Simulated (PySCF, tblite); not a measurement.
**C2H11N3Si: geometry, infrared bands and NMR shifts**

Aim: predict the infrared bands and NMR shifts of C2H11N3Si (`CN[SiH](N)NC`).

Programs: tblite 0.8.0 and PySCF 2.14.0, with density-fitted response routines of our own. Each step states its level of theory. These are calculated values for one molecule in the gas phase, unless marked as measured. Atoms are numbered from 0 throughout.

### 1 The starting structure

17 atoms, charge 0, multiplicity 1; geometry from: force field or distance geometry start.

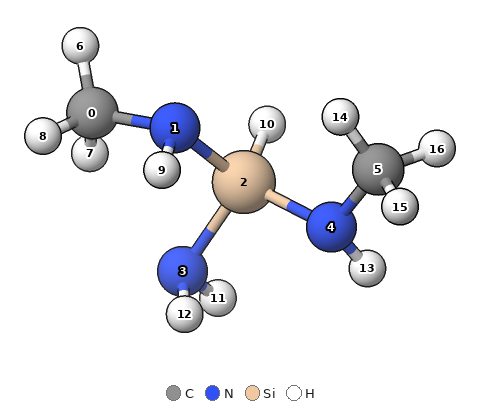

As it starts; carbon grey, nitrogen blue, silicon light orange, hydrogen white, atoms numbered.

### 2 Relaxing the molecule with GFN2-xTB

The job: settings as JSON, then the geometry in Å.

```
{"job": {"kind": "relax", "xc": "GFN2-xTB", "basis": "xTB"}, "charge": 0, "multiplicity": 1}
C      2.407100    -0.527300     0.242300
N      0.968100    -0.700900     0.485000
Si     0.021500     0.111000    -0.785500
N      0.713100     1.781800    -0.867400
N     -1.673600     0.333700    -0.294300
C     -2.339800    -0.856300     0.141500
H      2.905000    -1.469400    -0.009500
H      2.513300     0.267800    -0.512200
H      2.865200    -0.147700     1.167400
H      0.778800    -0.176400     1.390400
H      0.191300    -0.625100    -2.036200
H      0.279100     2.217600    -1.696600
H      0.293600     2.261700    -0.009500
H     -2.225100     0.953100    -0.913300
H     -1.670900    -1.603600     0.583600
H     -3.044200    -0.540800     0.966700
H     -2.989500    -1.267500    -0.653800
```

Launch:

```console
OMP_NUM_THREADS=1 python probes_run.py task.json out
```

This one command runs all jobs of the session in turn.

What it wrote:

```text
step      E/eV     max force
  0    -554.99416    2.114
  1    -555.27308    1.277
  2    -555.39267    0.698
  3    -555.46423    0.658
  4    -555.50939    0.477
  5    -555.54212    0.469
  6    -555.57583    0.528
  7    -555.60625    0.608
  8    -555.62749    0.419
  9    -555.64851    0.310
 10    -555.67091    0.416
 11    -555.69355    0.449
 12    -555.71239    0.312
 13    -555.72424    0.229
 14    -555.73316    0.258
 15    -555.74506    0.426
 16    -555.75550    0.382
 17    -555.75764    0.713
 18    -555.76757    0.211
 19    -555.77300    0.205
 20    -555.78471    0.394
 21    -555.79668    0.401
 22    -555.80959    0.418
 23    -555.81708    0.238
 24    -555.81889    0.491
 25    -555.82607    0.161
 26    -555.83096    0.175
 27    -555.84248    0.207
 28    -555.84582    0.144
 29    -555.84813    0.133
 30    -555.85259    0.181
 31    -555.85650    0.182
 32    -555.86000    0.158
 33    -555.86237    0.098
 34    -555.86423    0.115
 35    -555.86574    0.119
 36    -555.86689    0.103
 37    -555.86760    0.078
 38    -555.86806    0.061
 39    -555.86851    0.062
 40    -555.86902    0.082
 41    -555.86949    0.056
 42    -555.86987    0.054
 43    -555.87028    0.068
 44    -555.87086    0.073
 45    -555.87156    0.085
 46    -555.87220    0.071
 47    -555.87265    0.042
 48    -555.87298    0.052
 49    -555.87329    0.041
 50    -555.87359    0.035
 51    -555.87383    0.031
 52    -555.87403    0.047
 53    -555.87427    0.056
 54    -555.87463    0.054
 55    -555.87506    0.051
 56    -555.87540    0.031
 57    -555.87557    0.024
 58    -555.87567    0.030
 59    -555.87580    0.035
 60    -555.87594    0.031
 61    -555.87606    0.023
 62    -555.87614    0.027
 63    -555.87623    0.034
 64    -555.87638    0.038
 65    -555.87659    0.032
 66    -555.87679    0.026
 67    -555.87692    0.025
 68    -555.87701    0.029
 69    -555.87712    0.030
 70    -555.87727    0.030
 71    -555.87741    0.027
 72    -555.87752    0.026
 73    -555.87762    0.032
 74    -555.87774    0.033
 75    -555.87790    0.027
 76    -555.87804    0.022
 77    -555.87814    0.026
 78    -555.87823    0.030
 79    -555.87835    0.027
 80    -555.87846    0.021
 81    -555.87855    0.018
 82    -555.87860    0.019
 83    -555.87864    0.014
 84    -555.87868    0.013
 85    -555.87871    0.014
 86    -555.87874    0.016
 87    -555.87877    0.013
 88    -555.87881    0.015
 89    -555.87885    0.015
 90    -555.87889    0.018
 91    -555.87892    0.022
 92    -555.87895    0.019
 93    -555.87898    0.018
 94    -555.87902    0.020
 95    -555.87909    0.025
 96    -555.87918    0.030
 97    -555.87928    0.021
 98    -555.87934    0.016
 99    -555.87937    0.013
100    -555.87938    0.007
```

It took 0.98 s on 1 thread of Arm Neoverse N1, shared host.

Relaxation path: (not every step is listed)

| step | energy from step 0 (eV) | largest force (eV/Å) |
| --- | --- | --- |
| 0 | 0.0000 | 2.1141 |
| 1 | -0.2789 | 1.2771 |
| 2 | -0.3985 | 0.6981 |
| 3 | -0.4701 | 0.6577 |
| 4 | -0.5152 | 0.4771 |
| 5 | -0.5480 | 0.4688 |
| 6 | -0.5817 | 0.5276 |
| 7 | -0.6121 | 0.6082 |
| 8 | -0.6333 | 0.4187 |
| 16 | -0.7613 | 0.3818 |
| 24 | -0.8247 | 0.4915 |
| 32 | -0.8658 | 0.1581 |
| 40 | -0.8749 | 0.0816 |
| 48 | -0.8788 | 0.0523 |
| 56 | -0.8812 | 0.0311 |
| 64 | -0.8822 | 0.0378 |
| 72 | -0.8834 | 0.0259 |
| 80 | -0.8843 | 0.0209 |
| 88 | -0.8847 | 0.0154 |
| 95 | -0.8849 | 0.0255 |
| 96 | -0.8850 | 0.0301 |
| 97 | -0.8851 | 0.0209 |
| 98 | -0.8852 | 0.0157 |
| 99 | -0.8852 | 0.0127 |
| 100 | -0.8852 | 0.0071 |

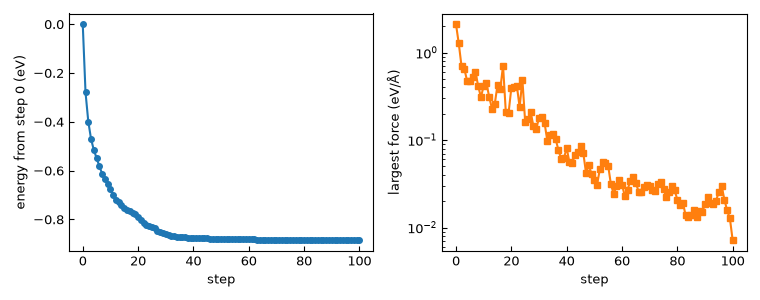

Energy and force, step by step.

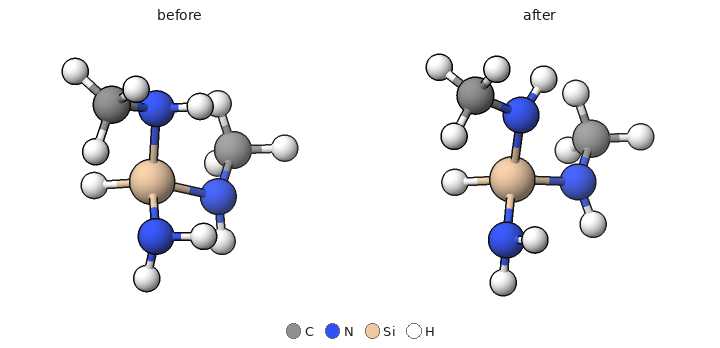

The geometry before (left) and after (right).

Distances of close pairs at the start and the end, largest changes first:

| bond | before (Å) | after (Å) | change (Å) |
| --- | --- | --- | --- |
| Si2–N3 | 1.810 | 1.725 | -0.085 |
| N1–Si2 | 1.780 | 1.718 | -0.062 |
| N3–H12 | 1.069 | 1.007 | -0.062 |
| N1–H9 | 1.063 | 1.008 | -0.055 |
| Si2–N4 | 1.779 | 1.728 | -0.051 |
| C5–H15 | 1.130 | 1.093 | -0.037 |
| C0–N1 | 1.470 | 1.441 | -0.029 |
| N3–H11 | 1.032 | 1.006 | -0.027 |

The final coordinates are the input of the step that follows.

### 3 Infrared spectrum with GFN2-xTB

The job: settings as JSON, then the geometry in Å.

```
{"job": {"kind": "ir", "xc": "GFN2-xTB", "basis": "xTB"}, "charge": 0, "multiplicity": 1}
C      2.396213    -0.441833     0.396688
N      0.970860    -0.270284     0.518744
Si    -0.012771     0.264364    -0.784263
N      0.575827     1.831948    -1.198273
N     -1.617116     0.283487    -0.142857
C     -2.358853    -0.906966     0.191565
H      2.673965    -1.423745    -0.005403
H      2.773815     0.321152    -0.278544
H      2.875909    -0.321910     1.371244
H      0.567137    -0.929360     1.165560
H      0.118763    -0.506016    -2.035970
H      0.096090     2.346228    -1.917327
H      0.812243     2.448814    -0.438405
H     -2.227874     0.994846    -0.514075
H     -1.678094    -1.638822     0.619924
H     -3.130070    -0.676220     0.930238
H     -2.843041    -1.363654    -0.680413
```

What it wrote:

```text
mode    cm-1     km/mol
  1      74.4      0.27
  2      81.6      1.34
  3     124.1      2.11
  4     151.2      2.03
  5     157.6      1.35
  6     170.2     14.98
  7     174.5      4.92
  8     274.8      5.96
  9     294.0     34.64
 10     345.4      4.18
 11     495.5     48.92
 12     523.6     91.97
 13     541.4    261.87
 14     681.3    108.44
 15     718.7    122.79
 16     746.0     88.76
 17     806.0     65.44
 18     864.8    205.27
 19     914.3    191.41
 20    1065.1     41.53
 21    1065.5     16.31
 22    1112.9      4.27
 23    1115.3      2.73
 24    1161.6    132.04
 25    1168.5     53.79
 26    1367.8     69.02
 27    1378.4     85.01
 28    1418.3      2.17
 29    1422.5      5.98
 30    1494.0      3.90
 31    1494.6      1.47
 32    1505.5      0.82
 33    1507.2      2.26
 34    1528.3     47.63
 35    2131.9    350.14
 36    2887.7     68.50
 37    2890.5    114.45
 38    2957.6     78.36
 39    2960.7     58.22
 40    3027.9     37.13
 41    3043.8     26.42
 42    3454.2      8.61
 43    3460.2      7.13
 44    3484.1      1.20
 45    3522.8      4.66
```

It took 0.82 s on 1 thread of Arm Neoverse N1, shared host.

The strongest bands and the atoms that carry them (share of the mass-weighted mode):

| cm⁻¹ | km/mol | atoms |
| --- | --- | --- |
| 541 | 261.9 | H11 29 %, H12 28 %, N3 16 %, H13 16 % |
| 681 | 108.4 | H10 81 % |
| 719 | 122.8 | H10 87 % |
| 865 | 205.3 | Si2 30 %, H12 19 %, H11 12 % |
| 914 | 191.4 | Si2 42 %, N3 37 % |
| 1162 | 132.0 | N4 35 %, C5 30 %, H13 12 % |
| 2132 | 350.1 | H10 97 % |
| 2890 | 114.5 | H6 81 % |

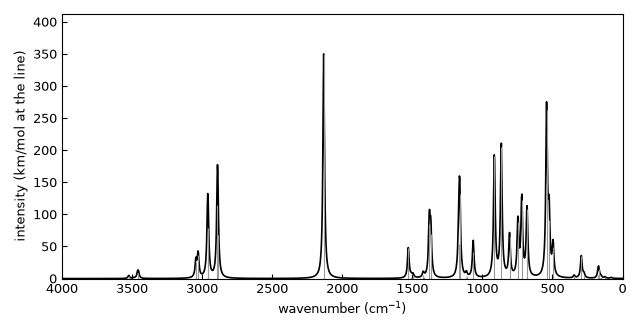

The infrared spectrum from these modes, unscaled. Lines are broadened to a width of 14 cm⁻¹ (Lorentzian).

### 4 Shielding tensors: PBE0/pcSseg-1

The job, as its differences from that of step 3:

```diff
@@ -1,2 +1,2 @@
-{"job": {"kind": "ir", "xc": "GFN2-xTB", "basis": "xTB"}, "charge": 0, "multiplicity": 1}
+{"job": {"kind": "nmr", "xc": "PBE0", "basis": "pcSseg-1"}, "charge": 0, "multiplicity": 1}
 C      2.396213    -0.441833     0.396688
```

Method: GIAO PBE0/pcSseg-1 NMR shielding, non-relativistic, gas phase.

What it wrote:

```text
coarse grid: 13808 points
cycle   1  E = -536.0801776499  dE =  5.294e-01  |g| = 6.236e-01  |ddm| = 3.528e+00
cycle   2  E = -536.0271264306  dE =  5.305e-02  |g| = 8.032e-01  |ddm| = 1.249e+00
cycle   3  E = -536.1654988926  dE = -1.384e-01  |g| = 5.221e-02  |ddm| = 7.679e-01
cycle   4  E = -536.1659914365  dE = -4.925e-04  |g| = 2.167e-02  |ddm| = 5.554e-02
cycle   5  E = -536.1660858049  dE = -9.437e-05  |g| = 6.570e-03  |ddm| = 1.820e-02
cycle   6  E = -536.1660937774  dE = -7.973e-06  |g| = 1.844e-03  |ddm| = 5.401e-03
final grid: 126416 points
cycle   7  E = -536.1922126108  dE = -2.641e-05  |g| = 9.636e-03  |ddm| = 2.043e-02
cycle   8  E = -536.1922005857  dE =  1.203e-05  |g| = 1.235e-02  |ddm| = 1.695e-02
cycle   9  E = -536.1922330109  dE = -3.243e-05  |g| = 6.755e-04  |ddm| = 9.430e-03
cycle  10  E = -536.1922331031  dE = -9.220e-08  |g| = 2.028e-04  |ddm| = 5.699e-04
cycle  11  E = -536.1922331121  dE = -8.980e-09  |g| = 3.346e-05  |ddm| = 1.531e-04
cycle  12  E = -536.1922331123  dE = -2.296e-10  |g| = 1.009e-05  |ddm| = 4.533e-05
converged SCF energy = -536.1922331123

GIAO shielding tensors (ppm)
atom      isotropic    diamagn.    paramagn.     s11        s22        s33       span
  0 C      157.132     241.453     -84.321    132.892    150.945    187.558     54.666
  1 N      241.772     325.864     -84.091    213.137    241.797    270.383     57.246
  2 Si     381.149     882.841    -501.692    351.251    383.441    408.755     57.503
  3 N      245.290     319.963     -74.673    208.727    253.340    273.803     65.076
  4 N      233.400     324.516     -91.116    200.841    234.942    264.416     63.576
  5 C      156.723     242.769     -86.046    133.940    149.565    186.664     52.723
  6 H       28.912      27.814       1.098     23.232     26.823     36.681     13.450
  7 H       28.754      28.704       0.050     23.615     28.573     34.072     10.457
  8 H       28.942      27.805       1.137     23.797     26.732     36.297     12.500
  9 H       31.691      36.108      -4.417     21.980     32.257     40.837     18.857
 10 H       26.544      31.405      -4.861     23.591     24.441     31.600      8.009
 11 H       31.734      31.521       0.214     24.914     27.279     43.010     18.096
 12 H       31.398      33.107      -1.708     24.802     27.485     41.908     17.106
 13 H       31.987      33.863      -1.875     22.860     31.365     41.737     18.877
 14 H       29.509      31.034      -1.525     24.494     29.352     34.680     10.186
 15 H       28.874      28.246       0.628     23.903     26.560     36.159     12.256
 16 H       28.815      28.152       0.664     23.352     26.679     36.414     13.062
```

Wall time 37 s (1 thread of Arm Neoverse N1, shared host); peak memory 0.74 GiB.

Shifts follow as δ = σ(reference) − σ, with reference shieldings (ppm) from runs at the same level and on the same kind of geometry: 1H TMS 31.72, 13C TMS 186.9, 29Si TMS 349.2, 15N NH3 267.7. The references are single molecules in the gas phase, so shifts against H2O, NH3, PH3, H3PO4 or CFCl3 are not on the usual liquid scales and can be off by tens of ppm. Atoms listed in one row are averaged.

| atoms | environment | σ (ppm) | δ (ppm) | δ scaled to CDCl3 |
| --- | --- | --- | --- | --- |
| C0, C5 | methyl carbon bonded to N | 156.9 | 30.0 | 27.4 |
| H10 | hydrogen on a silicon bonded to 3 N | 26.54 | 5.17 | – |
| H6, H7, H8, H14, H15, H16 | hydrogen on a methyl carbon bonded to N | 28.97 | 2.75 | 2.70 |
| H11, H12 | hydrogen on a nitrogen bonded to Si | 31.57 | 0.15 | – |
| H9, H13 | hydrogen on a nitrogen bonded to C, Si | 31.84 | -0.12 | – |
| N1, N4 | nitrogen bonded to C, Si, H | 237.6 | 30.1 | – |
| N3 | nitrogen bonded to Si, 2 H | 245.3 | 22.4 | – |
| Si2 | silicon bonded to 3 N, H | 381.1 | -32.0 | – |

The scaled column applies a straight-line fit of computed shieldings to shifts measured in CDCl3 (root-mean-square error 0.16 ppm for H, 1.9 ppm for C).

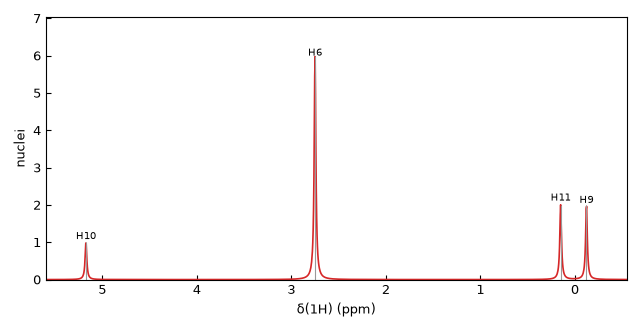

1H lines at the computed shifts, without couplings. Lines are broadened to a width of 0.02 ppm (Lorentzian).

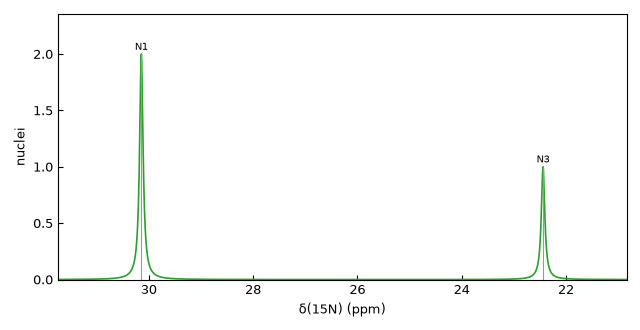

15N lines at the computed shifts, without couplings. Lines are broadened to a width of 0.08 ppm (Lorentzian).

Charges from the same density, by scheme (e):

| atoms | Mulliken | IAO | Hirshfeld | ESP fit |
| --- | --- | --- | --- | --- |
| C0, C5 | -0.10 | -0.29 | -0.07 | -0.01 |
| N1, N4 | -0.69 | -0.69 | -0.25 | -0.80 |
| Si2 | 1.01 | 1.23 | 0.42 | 0.94 |
| N3 | -0.64 | -0.85 | -0.32 | -1.04 |

Mulliken charges:

C0 -0.10; N1 -0.69; Si2 1.01; N3 -0.64; N4 -0.68; C5 -0.09; H6 0.10; H7 0.11; H8 0.11; H9 0.19; H10 -0.17; H11 0.18; H12 0.19; H13 0.18; H14 0.10; H15 0.11; H16 0.10

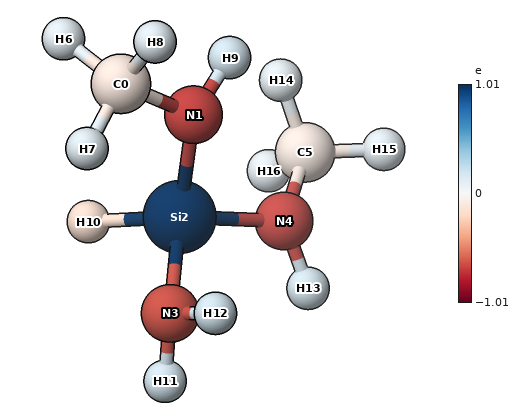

Mulliken charges, as colours on the atoms.

Mayer bond orders: C0–N1 0.97, N1–Si2 0.99, Si2–N3 1.03, Si2–N4 0.98, N4–C5 0.98.

### 5 Outcome

```
                                                               quantity                        value
                              strongest single infrared mode (GFN2-xTB)        2132 cm⁻¹, 350 km/mol
                                           zero-point energy (GFN2-xTB)                88.3 kcal/mol
13C shifts against TMS (PBE0/pcSseg-1, means over atoms taken as alike)                     30.0 ppm
 1H shifts against TMS (PBE0/pcSseg-1, means over atoms taken as alike)  5.17, 2.75, 0.15, -0.12 ppm
15N shifts against NH3 (PBE0/pcSseg-1, means over atoms taken as alike)               30.1, 22.4 ppm
                                29Si shifts against TMS (PBE0/pcSseg-1)                    -32.0 ppm
```

**Reading.** Relaxing lowered the energy by 0.885 eV in 100 steps; the close pair that moved most is Si2–N3, from 1.810 to 1.725 Å. All 45 modes are real, so the xTB geometry is a minimum. The strongest single mode, at 2132 cm⁻¹, moves mainly H10. GFN2-xTB is a fitted tight-binding method: band positions and strengths are rough. Its intensities can rank the bands wrongly. At PBE0/pcSseg-1: Shielding is most anisotropic at N3 (span 65 ppm, paramagnetic term -75 ppm).
